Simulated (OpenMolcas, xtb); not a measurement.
**A ladder of methods for CH4AlIn (SMILES [CH2]1[AlH][InH]1)**

CH4AlIn: 7 atoms, total charge 0, spin state singlet. As SMILES, `[CH2]1[AlH][InH]1`. Geometry: relaxed at PBE0-D4/def2-TZVP.

Quantity: the electronic atomisation energy, in eV. The values are calculated. Electronic energies at fixed atoms, without zero-point motion or spin-orbit coupling.

| level | kind | program | value (eV) | CPU time (all runs) |
| --- | --- | --- | --- | --- |
| GFN0-xTB | semi-empirical | xtb | 29.57 | under 2 s |
| HF/def2-SVPD (core potential) | Hartree–Fock | OpenMolcas | 13.32 | 21 s |
| SVWN5/def2-SVPD (core potential) | LDA | OpenMolcas | 21.72 | 39 s |
| revPBE/def2-SVPD (core potential) | GGA | OpenMolcas | 18.33 | 50 s |
| r2SCAN/def2-SVPD (core potential) | meta-GGA | OpenMolcas | 19.10 | 72 s |
| PBE0/def2-SVPD (core potential) | global hybrid | OpenMolcas | 18.77 | 44 s |

The values span 13.32 to 29.57 eV. The xTB rows lack spin polarisation, so open shells miss the exchange term that lowers them. CPU times are rough (shared hosts, several kinds of processor): they show what a rung costs within a factor of a few.

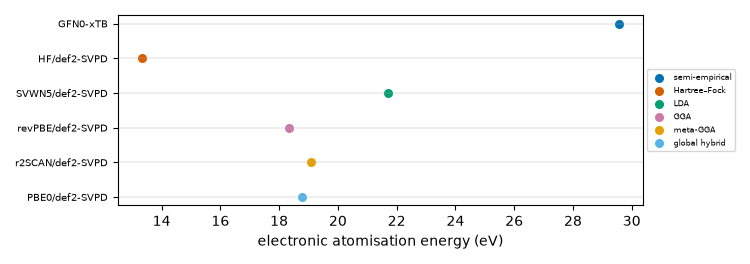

The values of the table, level by level.
